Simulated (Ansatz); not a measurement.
## Si4NH13: geometry relaxation (part 3 of 3)

The same run, continued: Si4NH13; RKS B3LYP-D4/6-31G* (Ansatz 0.2.0). It belongs to a series of runs on one base structure; here: end point B relaxed.

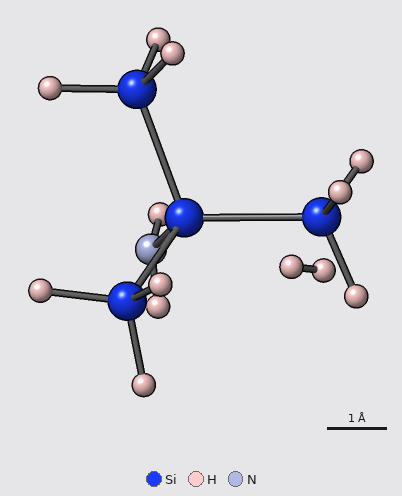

**Figure 1.** The geometry at step 19 of the log (ball-and-stick view, seen at a tilt).

## Trajectory as extended XYZ, continued
```
18
Properties=species:S:1:pos:R:3:forces:R:3 step=16 energy=-33213.14232 accepted=F
Si    0.2806   -0.6647   -0.4081   -0.0560  -0.0518  -0.0241
H    -0.3525    0.8387    3.6523    0.0367  -0.1211  -0.1570
Si    2.3514   -0.2341   -1.4322    0.0219   0.0315   0.0577
H     3.0300   -1.4863   -1.8669   -0.0171  -0.0020   0.0014
H     2.1795    0.6507   -2.6184   -0.0146  -0.0088   0.0056
H     3.2453    0.4629   -0.4619    0.0229   0.0038  -0.0180
Si   -0.9283    1.3603   -0.2675    0.0196   0.0062  -0.0417
H    -2.2399    1.1782    0.4195    0.0106  -0.0137   0.0020
H    -0.1643    2.4034    0.4755   -0.0027   0.0005   0.0052
H    -1.1969    1.8789   -1.6399   -0.0057   0.0114   0.0043
Si   -0.9405   -2.1746   -1.7320   -0.0412   0.0157  -0.0084
H    -2.1207   -2.6870   -0.9748    0.0099  -0.0013  -0.0149
H    -1.4421   -1.4883   -2.9569    0.0037  -0.0201   0.0083
H    -0.1151   -3.3438   -2.1480   -0.0035   0.0265   0.0152
N     0.6178   -1.4871    1.1052    0.0671  -0.0096   0.0234
H    -0.1460   -1.8922    1.6348   -0.0105   0.0088  -0.0203
H     1.3122   -1.0995    1.7339   -0.0026   0.0046   0.0032
H    -0.2110    0.3939    3.0667   -0.0386   0.1195   0.1580
18
Properties=species:S:1:pos:R:3:forces:R:3 step=17 energy=-33213.14427
Si    0.2788   -0.6718   -0.4061   -0.0155   0.0082  -0.0062
H    -0.3495    0.8701    3.6189    0.0078  -0.0331  -0.0346
Si    2.3531   -0.2305   -1.4180    0.0097  -0.0014   0.0021
H     3.0238   -1.4846   -1.8588   -0.0004  -0.0007  -0.0005
H     2.1751    0.6533   -2.6040   -0.0065  -0.0009   0.0010
H     3.2587    0.4644   -0.4572   -0.0020   0.0007  -0.0006
Si   -0.9257    1.3558   -0.2658    0.0126  -0.0139  -0.0093
H    -2.2338    1.1644    0.4252    0.0005   0.0050  -0.0020
H    -0.1614    2.3961    0.4811   -0.0059   0.0040   0.0002
H    -1.1984    1.8787   -1.6357   -0.0040   0.0070   0.0059
Si   -0.9483   -2.1719   -1.7354   -0.0047  -0.0060  -0.0038
H    -2.1204   -2.6995   -0.9774    0.0042   0.0037  -0.0034
H    -1.4601   -1.4838   -2.9542    0.0048  -0.0041   0.0061
H    -0.1140   -3.3302   -2.1607   -0.0052   0.0064   0.0036
N     0.6230   -1.4970    1.1048    0.0240  -0.0153   0.0145
H    -0.1409   -1.9056    1.6317   -0.0082   0.0050  -0.0075
H     1.3102   -1.1014    1.7365   -0.0016   0.0041  -0.0016
H    -0.2105    0.4028    3.0563   -0.0096   0.0310   0.0361
18
Properties=species:S:1:pos:R:3:forces:R:3 step=18 energy=-33213.14456
Si    0.2810   -0.6686   -0.4087   -0.0034  -0.0086  -0.0218
H    -0.3619    0.8429    3.6518    0.0046  -0.0209  -0.0231
Si    2.3533   -0.2330   -1.4276    0.0011   0.0097   0.0094
H     3.0258   -1.4872   -1.8658   -0.0047  -0.0004   0.0025
H     2.1695    0.6463   -2.6160   -0.0016  -0.0007   0.0002
H     3.2580    0.4674   -0.4701    0.0042   0.0007  -0.0049
Si   -0.9232    1.3590   -0.2707    0.0035   0.0041  -0.0094
H    -2.2334    1.1699    0.4171    0.0013  -0.0029  -0.0003
H    -0.1618    2.3991    0.4794   -0.0003  -0.0005   0.0011
H    -1.1942    1.8865   -1.6393    0.0000   0.0006   0.0036
Si   -0.9454   -2.1736   -1.7329   -0.0153   0.0012  -0.0011
H    -2.1259   -2.6863   -0.9775    0.0050   0.0011  -0.0073
H    -1.4447   -1.4897   -2.9593    0.0030  -0.0079   0.0048
H    -0.1176   -3.3415   -2.1448   -0.0037   0.0115   0.0062
N     0.6275   -1.4905    1.1035    0.0136  -0.0141   0.0277
H    -0.1378   -1.8959    1.6313   -0.0007   0.0054  -0.0090
H     1.3115   -1.0890    1.7352   -0.0006   0.0030  -0.0016
H    -0.2212    0.3935    3.0758   -0.0062   0.0188   0.0230
18
Properties=species:S:1:pos:R:3:forces:R:3 step=19 energy=-33213.14482
Si    0.2840   -0.6650   -0.4123   -0.0068   0.0043  -0.0221
H    -0.3777    0.8002    3.6936    0.0091  -0.0315  -0.0430
Si    2.3532   -0.2328   -1.4395    0.0005   0.0016   0.0083
H     3.0227   -1.4908   -1.8714   -0.0010   0.0022   0.0015
H     2.1657    0.6384   -2.6334   -0.0030  -0.0019   0.0025
H     3.2617    0.4738   -0.4900    0.0023  -0.0002  -0.0043
Si   -0.9193    1.3629   -0.2774   -0.0001   0.0082  -0.0072
H    -2.2316    1.1738    0.4064    0.0011  -0.0036   0.0000
H    -0.1598    2.4009    0.4779    0.0004  -0.0014   0.0001
H    -1.1866    1.8944   -1.6452    0.0011  -0.0003   0.0030
Si   -0.9450   -2.1742   -1.7289   -0.0116  -0.0077  -0.0055
H    -2.1369   -2.6712   -0.9803    0.0110   0.0047  -0.0076
H    -1.4271   -1.5005   -2.9679    0.0044  -0.0079   0.0096
H    -0.1202   -3.3519   -2.1196   -0.0091   0.0133   0.0048
N     0.6325   -1.4790    1.1039    0.0063  -0.0146   0.0335
H    -0.1348   -1.8790    1.6334    0.0072   0.0047  -0.0108
H     1.3124   -1.0691    1.7348   -0.0009   0.0001  -0.0050
H    -0.2337    0.3782    3.0973   -0.0109   0.0301   0.0421
18
Properties=species:S:1:pos:R:3:forces:R:3 step=20 energy=-33213.14495
Si    0.2855   -0.6636   -0.4133    0.0050   0.0042  -0.0195
H    -0.3887    0.7824    3.7069    0.0060  -0.0211  -0.0308
Si    2.3534   -0.2330   -1.4436   -0.0021   0.0027   0.0014
H     3.0234   -1.4914   -1.8735   -0.0014   0.0016   0.0017
H     2.1609    0.6339   -2.6398    0.0003  -0.0013   0.0014
H     3.2641    0.4779   -0.4995   -0.0002  -0.0003  -0.0022
Si   -0.9168    1.3649   -0.2797   -0.0001   0.0051  -0.0033
H    -2.2301    1.1743    0.4019    0.0008  -0.0007  -0.0005
H    -0.1578    2.4010    0.4789   -0.0010  -0.0015  -0.0007
H    -1.1815    1.8985   -1.6471    0.0008  -0.0006   0.0033
Si   -0.9453   -2.1742   -1.7265   -0.0100  -0.0085  -0.0044
H    -2.1417   -2.6628   -0.9797    0.0095   0.0041  -0.0065
H    -1.4205   -1.5044   -2.9703    0.0034  -0.0055   0.0087
H    -0.1242   -3.3568   -2.1091   -0.0072   0.0114   0.0044
N     0.6373   -1.4756    1.1038   -0.0037  -0.0105   0.0315
H    -0.1307   -1.8733    1.6341    0.0092   0.0025  -0.0071
H     1.3148   -1.0608    1.7343   -0.0016  -0.0015  -0.0068
H    -0.2424    0.3722    3.1034   -0.0077   0.0199   0.0296
18
Properties=species:S:1:pos:R:3:forces:R:3 step=21 energy=-33213.14504
Si    0.2878   -0.6628   -0.4137    0.0081   0.0052  -0.0117
H    -0.4013    0.7665    3.7128   -0.0005  -0.0027  -0.0045
Si    2.3537   -0.2323   -1.4475   -0.0013  -0.0002  -0.0033
H     3.0241   -1.4915   -1.8742    0.0003   0.0013   0.0008
H     2.1576    0.6300   -2.6465    0.0008  -0.0012   0.0015
H     3.2658    0.4831   -0.5082   -0.0019  -0.0003  -0.0005
Si   -0.9137    1.3664   -0.2809   -0.0015   0.0032   0.0027
H    -2.2281    1.1749    0.3983    0.0002   0.0009  -0.0007
H    -0.1557    2.4010    0.4807   -0.0009  -0.0014  -0.0010
H    -1.1762    1.9025   -1.6477    0.0012  -0.0016   0.0014
Si   -0.9465   -2.1738   -1.7233   -0.0042  -0.0063  -0.0017
H    -2.1461   -2.6553   -0.9777    0.0055   0.0029  -0.0028
H    -1.4160   -1.5075   -2.9706    0.0015  -0.0017   0.0046
H    -0.1286   -3.3603   -2.0990   -0.0040   0.0052   0.0019
N     0.6424   -1.4734    1.1042   -0.0081  -0.0017   0.0191
H    -0.1263   -1.8684    1.6355    0.0080  -0.0008  -0.0023
H     1.3185   -1.0549    1.7339   -0.0020  -0.0026  -0.0069
H    -0.2519    0.3650    3.1054   -0.0012   0.0018   0.0035
```

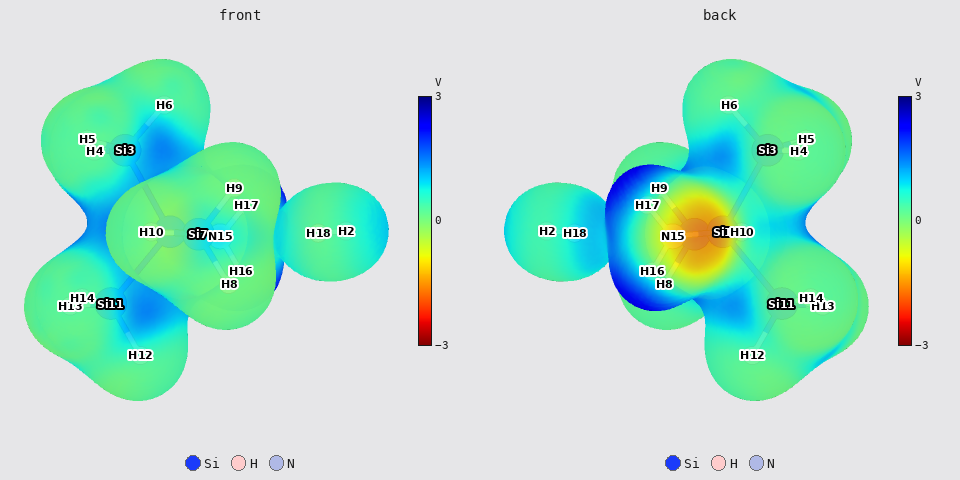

**Figure 2.** The molecular electrostatic potential painted on the density surface at 0.004 e/bohr³, seen at a tilt and from behind; red is negative and blue positive. A positive charge is drawn to the negative regions and a negative charge to the positive ones.

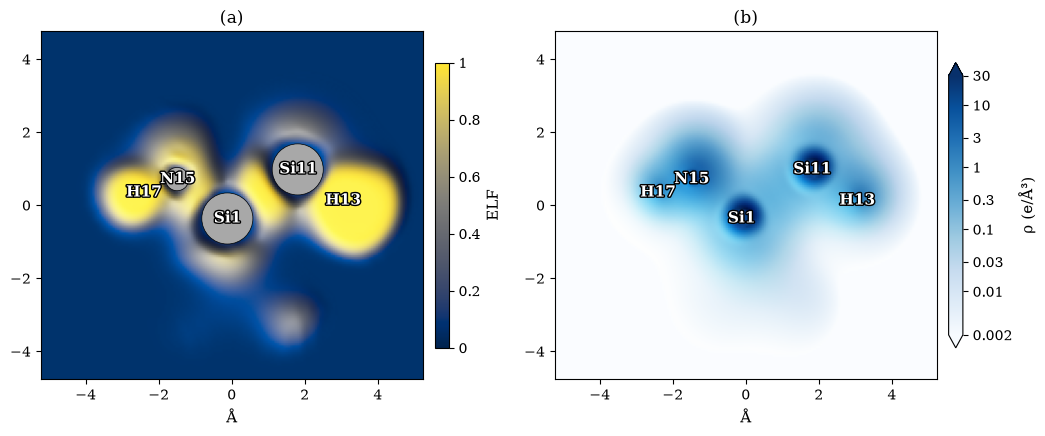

**Figure 3.** (a) ELF; (b) total electron density on the plane of atoms Si1, Si11 and H13. Grey discs, where drawn, cover atomic cores. Si–H (1.49 Å): ρ at the midpoint is about 0.77 e/Å³; the ELF climbs to about 1 towards the hydrogen.

This output came from the following input.

## Input file
```yaml
crystal:
  periodic: [false, false, false]
  atoms:
    - { symbol: Si, position_ang: [0.260352, -0.628228, -0.210338] }
    - { symbol: H, position_ang: [-0.170644, 0.682233, 2.084847] }
    - { symbol: Si, position_ang: [2.333503, -0.150926, -1.204557] }
    - { symbol: H, position_ang: [3.006774, -1.388736, -1.682675] }
    - { symbol: H, position_ang: [2.146507, 0.767889, -2.361606] }
    - { symbol: H, position_ang: [3.237184, 0.520332, -0.225918] }
    - { symbol: Si, position_ang: [-0.956069, 1.402421, -0.174214] }
    - { symbol: H, position_ang: [-2.304994, 1.251125, 0.446366] }
    - { symbol: H, position_ang: [-0.260332, 2.54298, 0.493036] }
    - { symbol: H, position_ang: [-1.142464, 1.761509, -1.612194] }
    - { symbol: Si, position_ang: [-0.991602, -2.064019, -1.590737] }
    - { symbol: H, position_ang: [-2.036193, -2.742998, -0.76952] }
    - { symbol: H, position_ang: [-1.684317, -1.307236, -2.671737] }
    - { symbol: H, position_ang: [-0.145035, -3.115044, -2.220494] }
    - { symbol: "N", position_ang: [0.639386, -1.648401, 1.213685] }
    - { symbol: H, position_ang: [-0.126891, -2.071828, 1.725838] }
    - { symbol: H, position_ang: [1.352614, -1.325062, 1.855986] }
    - { symbol: H, position_ang: [0.001823, 0.123288, 2.485632] }
basis:
  gaussian: { orbitals: "6-31G*" }
hamiltonian:
  xc: b3lyp
  dispersion: d4
relax:
  f_tol: 0.03
  max_steps: 50
output:
  orbitals: {}
```

Command:
```bash
ansatz run input.yaml --threads 4 --pin off --max-ram 5120MiB --backend cpu --events-out ev --progress --plain --runs-dir out
```

## Key numbers

| quantity | value |
| --- | --- |
| outcome | converged |
| total energy | −33213.1454 eV |
| mean-field energy | −33212.3757 eV |
| largest force (length of the vector) at the end | 0.021 eV/Å |
| hardware | 4 threads of Arm Neoverse V2, 24 GiB of memory available, shared host |
| wall time | 61 s (CPU time 3.8 min) |
| peak memory | 0.32 GiB |
